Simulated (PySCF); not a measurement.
**Geometry relaxation, with input and output: C$_{3}$H$_{6}$ClFSi**

- system: C$_{3}$H$_{6}$ClFSi
- method: PBE0-D3(BJ)/def2-SVP geometry optimisation, gas phase (PySCF 2.14.0)

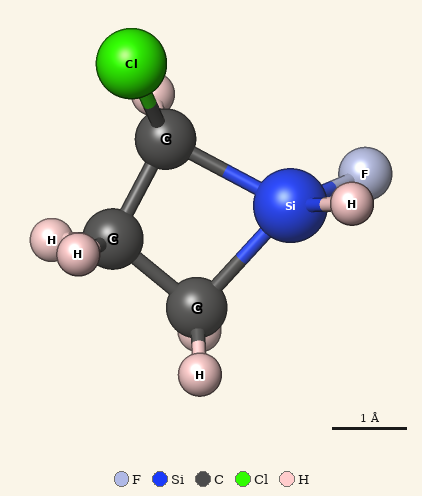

Fig. 1: The starting structure (ball-and-stick view, seen at a tilt). Bond lengths as drawn: C–C 1.50 to 1.53 Å, C–Cl 1.77 Å, C–H 1.09 to 1.13 Å, C–Si 1.92 Å, F–Si 1.63 Å and H–Si 1.45 Å.

### Summary

```json
{"quantity": "outcome", "value": "converged"}
{"quantity": "total energy", "value": "−966.611000 hartree"}
{"quantity": "dipole moment", "value": "2.15 D"}
{"quantity": "point group", "value": "C1"}
{"quantity": "hardware", "value": "1 CPU thread, shared host"}
{"quantity": "wall time", "value": "2 min"}
{"quantity": "peak memory", "value": "0.49 GiB"}
```

### The input
```
{"job": {"xc": "PBE0", "basis": "def2-SVP", "d3": "d3bj", "grid": 1, "shake": 0.01, "kind": "geom"}, "charge": 0, "multiplicity": 1}
F      2.044140    -0.020510     1.715900
Si     1.309080    -0.257210     0.281560
C      0.194870     1.164630    -0.366820
C     -0.994570     0.250320    -0.386280
C     -0.475860    -0.948480     0.412760
Cl    -0.845210    -2.527100    -0.306490
H      2.313720    -0.933840    -0.521020
H      0.462350     1.611930    -1.328960
H      0.099120     1.989020     0.371980
H     -1.267100    -0.062150    -1.389290
H     -1.926510     0.690320     0.067120
H     -0.874340    -0.985200     1.440520
```

The first line tells a small driver script what to run in PySCF; the rest is the geometry in Å.

Run as:
```bash
OMP_NUM_THREADS=1 python <driver script> task.json out
```

### What the program printed
```
step   0  E = -966.60463464  max force = 0.028605
step   1  E = -966.60625467  max force = 0.028472
step   2  E = -966.60908002  max force = 0.009175
step   3  E = -966.60948490  max force = 0.001268
step   4  E = -966.60961139  max force = 0.002046
step   5  E = -966.60988235  max force = 0.004820
step   6  E = -966.61013391  max force = 0.005523
step   7  E = -966.61034546  max force = 0.004004
step   8  E = -966.61054402  max force = 0.001171
step   9  E = -966.61071020  max force = 0.002772
step  10  E = -966.61083999  max force = 0.003164
step  11  E = -966.61096020  max force = 0.001844
step  12  E = -966.61099499  max force = 0.000491
step  13  E = -966.61099953  max force = 0.000218
optimisation converged
```

### Trajectory as extended XYZ (Å, eV, eV/Å), 9 of the 14 frames kept, from step=0 to step=13
```
12
Properties=species:S:1:pos:R:3:forces:R:3 step=0 energy=-26302.65184
F     2.0441   -0.0205    1.7159   -0.0370   0.1149   0.0199
Si    1.3091   -0.2572    0.2816   -1.2710   0.5424   0.5471
C     0.1949    1.1646   -0.3668    1.4149   0.9650   0.3240
C    -0.9946    0.2503   -0.3863   -1.4709  -0.0358   0.6745
C    -0.4759   -0.9485    0.4128    0.2520  -0.5485   0.3464
Cl   -0.8452   -2.5271   -0.3065   -0.0588  -0.3915  -0.1454
H     2.3137   -0.9338   -0.5210    0.3097  -0.2794  -0.5563
H     0.4623    1.6119   -1.3290    0.0100   0.1797  -0.1663
H     0.0991    1.9890    0.3720    0.1391  -0.2304  -0.1968
H    -1.2671   -0.0621   -1.3893   -0.0432  -0.1835  -0.4923
H    -1.9265    0.6903    0.0671    0.6060  -0.2567  -0.3226
H    -0.8743   -0.9852    1.4405    0.1492   0.1239  -0.0323
12
Properties=species:S:1:pos:R:3:forces:R:3 step=2 energy=-26302.77281
F     1.2448    0.3721    2.3407    0.0704   0.0460   0.1918
Si    1.0208   -0.1366    0.8200   -0.0220  -0.0835  -0.4718
C     0.4022    1.1104   -0.4444   -0.0899   0.0688   0.0695
C    -0.7711    0.1322   -0.7516   -0.1218   0.0916  -0.1514
C    -0.6609   -0.9017    0.4013   -0.0232  -0.0153   0.1333
Cl   -0.7255   -2.6094   -0.1090    0.0132  -0.0122   0.0118
H     2.2008   -0.9405    0.3966    0.0107  -0.0149   0.1461
H     1.0555    1.3190   -1.3036    0.0241   0.0071   0.0088
H     0.0682    2.0789   -0.0372    0.0006  -0.1033   0.0331
H    -0.6452   -0.3735   -1.7204    0.0843  -0.0200   0.0326
H    -1.7561    0.6248   -0.7843    0.0197  -0.0107   0.0296
H    -1.4376   -0.7674    1.1696    0.0340   0.0463  -0.0334
12
Properties=species:S:1:pos:R:3:forces:R:3 step=3 energy=-26302.78382
F     1.2616    0.3644    2.3263    0.0185   0.0212   0.0278
Si    1.0258   -0.1413    0.7994   -0.0229  -0.0257  -0.0105
C     0.3923    1.1149   -0.4427    0.0126  -0.0117  -0.0584
C    -0.7722    0.1313   -0.7638   -0.0652   0.0215  -0.0106
C    -0.6622   -0.8961    0.3999    0.0218  -0.0313  -0.0025
Cl   -0.7312   -2.6104   -0.0874   -0.0226  -0.0085  -0.0062
H     2.2076   -0.9590    0.4150   -0.0008  -0.0005   0.0159
H     1.0490    1.3403   -1.2949   -0.0169   0.0477  -0.0257
H     0.0495    2.0691   -0.0161    0.0062  -0.0341   0.0586
H    -0.6285   -0.3770   -1.7290    0.0439  -0.0082   0.0396
H    -1.7596    0.6168   -0.7953    0.0015  -0.0027  -0.0382
H    -1.4360   -0.7448    1.1663    0.0239   0.0323   0.0102
12
Properties=species:S:1:pos:R:3:forces:R:3 step=5 energy=-26302.79464
F     1.2955    0.3633    2.3009   -0.0539  -0.0263  -0.1156
Si    1.0365   -0.1535    0.7750    0.0439   0.0674   0.2479
C     0.3786    1.1192   -0.4391    0.0937  -0.0772  -0.0817
C    -0.7659    0.1212   -0.7836    0.0421   0.0030   0.1613
C    -0.6642   -0.8884    0.3997   -0.0009  -0.0107  -0.1062
Cl   -0.7883   -2.6092   -0.0526   -0.0309   0.0242   0.0192
H     2.2179   -0.9833    0.4213   -0.0156  -0.0045  -0.0900
H     1.0131    1.4118   -1.2885   -0.0446   0.0433   0.0121
H     0.0198    2.0329    0.0567   -0.0228   0.0114   0.0233
H    -0.5671   -0.4026   -1.7289    0.0002  -0.0172  -0.0234
H    -1.7588    0.5893   -0.8557   -0.0168  -0.0186  -0.0717
H    -1.4212   -0.6925    1.1725    0.0054   0.0052   0.0250
12
Properties=species:S:1:pos:R:3:forces:R:3 step=6 energy=-26302.80148
F     1.3210    0.3584    2.2805   -0.0614  -0.0487  -0.1331
Si    1.0466   -0.1633    0.7577    0.0590   0.1041   0.2840
C     0.3688    1.1229   -0.4325    0.0863  -0.0847  -0.0518
C    -0.7536    0.1097   -0.7985    0.0832  -0.0025   0.1875
C    -0.6664   -0.8794    0.4012   -0.0096  -0.0037  -0.1224
Cl   -0.8501   -2.6025   -0.0156   -0.0239   0.0254   0.0320
H     2.2231   -0.9997    0.4040   -0.0250  -0.0056  -0.1180
H     0.9764    1.4807   -1.2761   -0.0289   0.0235   0.0296
H    -0.0100    1.9952    0.1212   -0.0390   0.0300  -0.0112
H    -0.5027   -0.4293   -1.7224   -0.0187  -0.0171  -0.0505
H    -1.7508    0.5579   -0.9215   -0.0180  -0.0236  -0.0632
H    -1.4061   -0.6425    1.1798   -0.0041   0.0028   0.0170
12
Properties=species:S:1:pos:R:3:forces:R:3 step=8 energy=-26302.81264
F     1.3575    0.3278    2.2654    0.0303  -0.0332   0.0103
Si    1.0587   -0.1709    0.7459   -0.0421   0.0602   0.0466
C     0.3559    1.1307   -0.4129   -0.0211   0.0072   0.0491
C    -0.7221    0.0888   -0.8143    0.0319  -0.0143  -0.0274
C    -0.6711   -0.8619    0.4078    0.0183  -0.0349  -0.0099
Cl   -0.9468   -2.5837    0.0549    0.0018  -0.0014   0.0227
H     2.2128   -1.0072    0.3232   -0.0159   0.0004  -0.0414
H     0.9286    1.5748   -1.2378    0.0357  -0.0198   0.0131
H    -0.0708    1.9472    0.1931   -0.0249   0.0130  -0.0442
H    -0.3972   -0.4722   -1.7044   -0.0029   0.0026  -0.0129
H    -1.7209    0.4990   -1.0309   -0.0025  -0.0051   0.0112
H    -1.3885   -0.5642    1.1877   -0.0085   0.0252  -0.0172
12
Properties=species:S:1:pos:R:3:forces:R:3 step=10 energy=-26302.82070
F     1.4097    0.2679    2.2755    0.0863  -0.0039   0.0865
Si    1.0545   -0.1661    0.7531   -0.1269  -0.0034  -0.1080
C     0.3401    1.1439   -0.3872   -0.0495   0.0894   0.0456
C    -0.6934    0.0724   -0.8220   -0.0361  -0.0253  -0.1627
C    -0.6781   -0.8490    0.4184    0.0337  -0.0515   0.0722
Cl   -0.9916   -2.5720    0.1179    0.0084  -0.0117  -0.0030
H     2.1736   -0.9900    0.2237    0.0103   0.0004   0.0400
H     0.9258    1.6078   -1.1913    0.0387  -0.0267  -0.0149
H    -0.1369    1.9479    0.1981    0.0058  -0.0261  -0.0097
H    -0.3201   -0.4975   -1.6895    0.0245   0.0160   0.0383
H    -1.6897    0.4531   -1.0988    0.0052   0.0136   0.0438
H    -1.3978   -0.5101    1.1798   -0.0006   0.0291  -0.0282
12
Properties=species:S:1:pos:R:3:forces:R:3 step=11 energy=-26302.82397
F     1.4523    0.2322    2.2769    0.0566  -0.0054   0.0360
Si    1.0482   -0.1630    0.7552   -0.0871  -0.0002  -0.0504
C     0.3267    1.1535   -0.3732   -0.0109   0.0561   0.0012
C    -0.6800    0.0638   -0.8286   -0.0297  -0.0165  -0.0948
C    -0.6833   -0.8430    0.4244    0.0171  -0.0323   0.0449
Cl   -1.0099   -2.5674    0.1517    0.0053  -0.0011  -0.0100
H     2.1491   -0.9805    0.1802    0.0114  -0.0020   0.0336
H     0.9261    1.6204   -1.1659    0.0118  -0.0114  -0.0111
H    -0.1750    1.9507    0.1989    0.0076  -0.0220   0.0107
H    -0.2756   -0.5079   -1.6806    0.0144   0.0123   0.0277
H    -1.6745    0.4289   -1.1306    0.0038   0.0107   0.0266
H    -1.4082   -0.4796    1.1693   -0.0003   0.0118  -0.0145
12
Properties=species:S:1:pos:R:3:forces:R:3 step=13 energy=-26302.82504
F     1.4698    0.2271    2.2743    0.0040  -0.0035  -0.0050
Si    1.0441   -0.1615    0.7550   -0.0004   0.0049   0.0112
C     0.3226    1.1565   -0.3721    0.0060  -0.0049  -0.0062
C    -0.6796    0.0626   -0.8316    0.0020   0.0018   0.0022
C    -0.6852   -0.8428    0.4254   -0.0029   0.0015   0.0006
Cl   -1.0087   -2.5679    0.1564    0.0011   0.0025  -0.0053
H     2.1440   -0.9816    0.1820   -0.0018  -0.0027  -0.0016
H     0.9258    1.6214   -1.1634   -0.0021   0.0036   0.0014
H    -0.1815    1.9506    0.2009   -0.0014  -0.0016   0.0037
H    -0.2670   -0.5075   -1.6796   -0.0018  -0.0006  -0.0007
H    -1.6744    0.4258   -1.1330    0.0000   0.0014   0.0008
H    -1.4141   -0.4743    1.1636   -0.0027  -0.0025  -0.0011
```

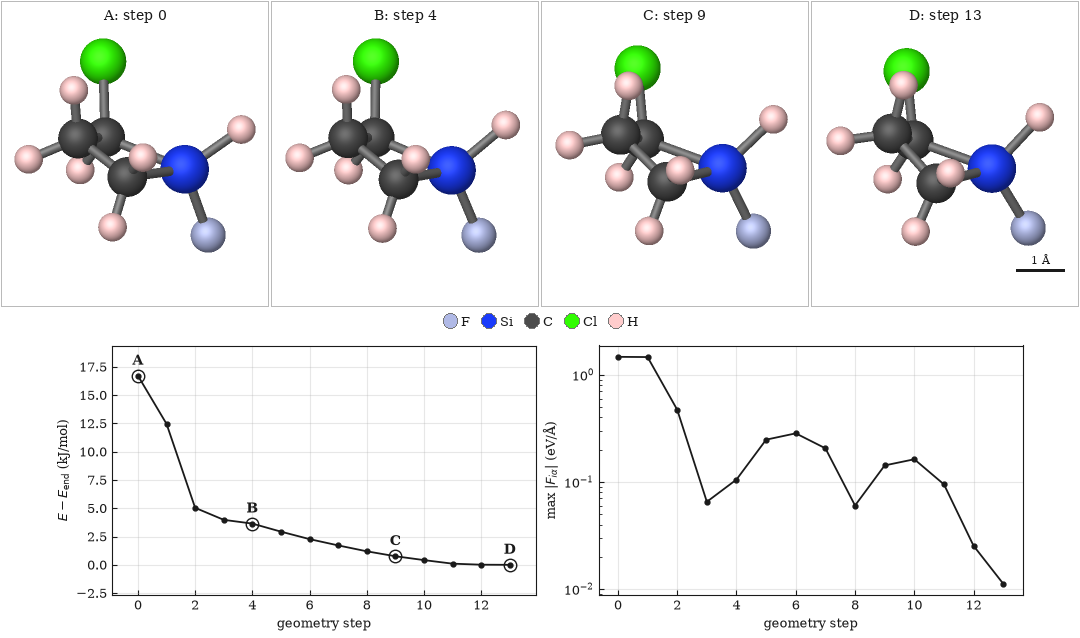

Fig. 2: Frames of the relaxation (ball-and-stick view, seen at an oblique angle) above the curves, on which the letters mark them (steps are counted from 0).

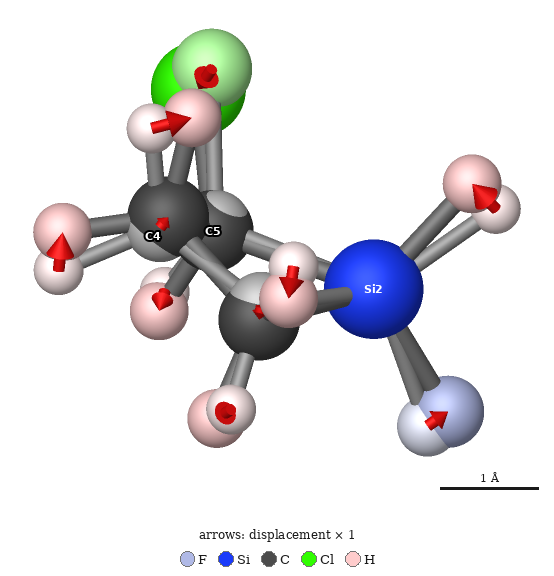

Fig. 3: Start (faint) and end (solid) with the displacements as red arrows, at true length (ball-and-stick view, seen at an oblique angle). The two geometries are laid on each other by the best rigid fit. The largest move after the best rigid fit is that of H10, 0.43 Å. By element the largest moves are H 0.43 Å, Cl 0.37 Å, F 0.26 Å, C 0.14 Å, Si 0.06 Å. Among the contacts that change: C3–C4 1.500 → 1.553 Å, Si2–C3 1.919 → 1.878 Å, Si2–H7 1.453 → 1.487 Å, Si2–C5 1.919 → 1.888 Å. Among the angles that change: C3–Si2–H7 124.0° → 116.1°, C5–Si2–H7 120.9° → 114.3°, F1–Si2–C5 114.3° → 119.3°. After 13 geometry steps the energy has fallen by 16.7 kJ/mol. Largest force component: 1.5 eV/Å at the start, 0.011 eV/Å at the end. (Atoms are counted from 1 in the order of the input.)
